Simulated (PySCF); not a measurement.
C3H14N2Si3 (SMILES C=N[SiH2]N([SiH3])CC[SiH3])

```csv
atom,x (Å),y (Å),z (Å)
C,2.5314,1.4313,-1.5572
N,1.7848,1.2699,-0.5718
Si,1.8720,0.3144,0.8675
N,0.4967,-0.7446,0.8980
Si,0.5500,-2.4455,0.5832
C,-0.8023,-0.1019,0.8654
C,-1.3138,0.1318,-0.5515
Si,-2.9473,1.0905,-0.6011
H,3.5061,0.9520,-1.6903
H,2.2201,2.1002,-2.3580
H,3.0470,-0.5372,1.0413
H,1.7197,1.3202,1.9197
H,0.4561,-2.7833,-0.8467
H,1.8193,-2.9345,1.1129
H,-0.5953,-3.0284,1.2871
H,-1.5182,-0.7251,1.4127
H,-0.7276,0.8564,1.3865
H,-0.5412,0.6731,-1.1011
H,-1.4282,-0.8371,-1.0427
H,-2.7809,2.4108,0.0107
H,-3.9851,0.3542,0.1271
H,-3.3735,1.2519,-1.9939
```

Geometry: GFN2-xTB.

All numbers below come from PBE0/pcSseg-1, SCF density, gas phase, non-relativistic in PySCF 2.14.0.

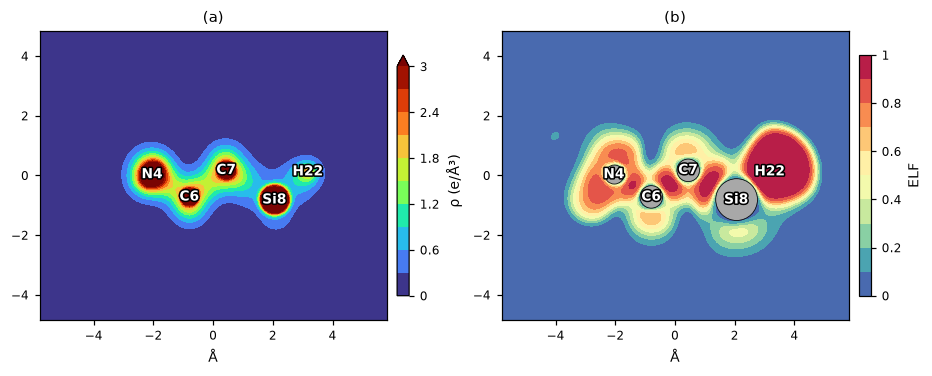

Figure 1. (a) total electron density; (b) electron localisation function on the plane of atoms C6, C7 and Si8. Grey discs cover the atomic cores in the ELF map.

> What does the map show?

Atoms in the plane: N, C, Si and H.
C–C (1.52 Å): ρ is about 1.6 e/Å³ halfway; the ELF peaks at about 0.95 between the atoms; a covalent bond.
C–Si (1.89 Å): ρ is about 0.92 e/Å³ halfway; the ELF peaks at about 0.95 between the atoms (localised, covalent bonding).
Si–H (1.47 Å): ρ at the midpoint is about 0.8 e/Å³; the ELF climbs to about 1 towards the hydrogen, as it does in any bond to H.
The ELF also peaks beside N4, away from the bonds: lone-pair regions.

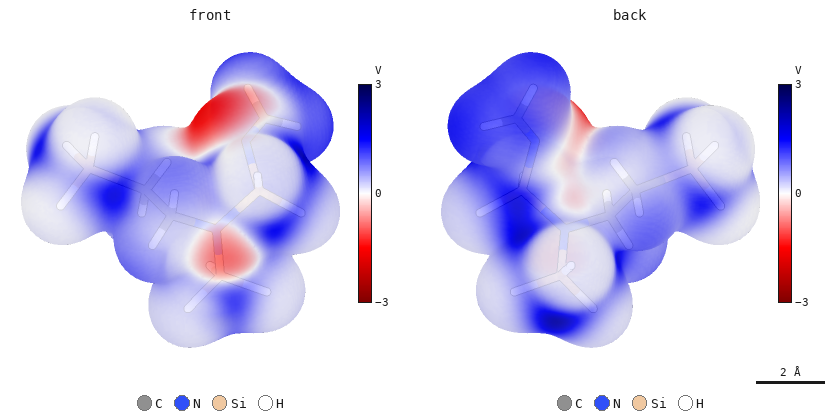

Figure 2. The molecular electrostatic potential painted on the density surface at 0.004 e/bohr³, seen from the front and from behind; the colour scale runs from red (negative) to blue (positive).

> Where is the surface potential most negative and most positive?

The most negative region (about −1.5 V) lies over N2, the most positive (about +2.0 V) over Si3 and Si5. N2 is the likeliest acceptor of a hydrogen bond.
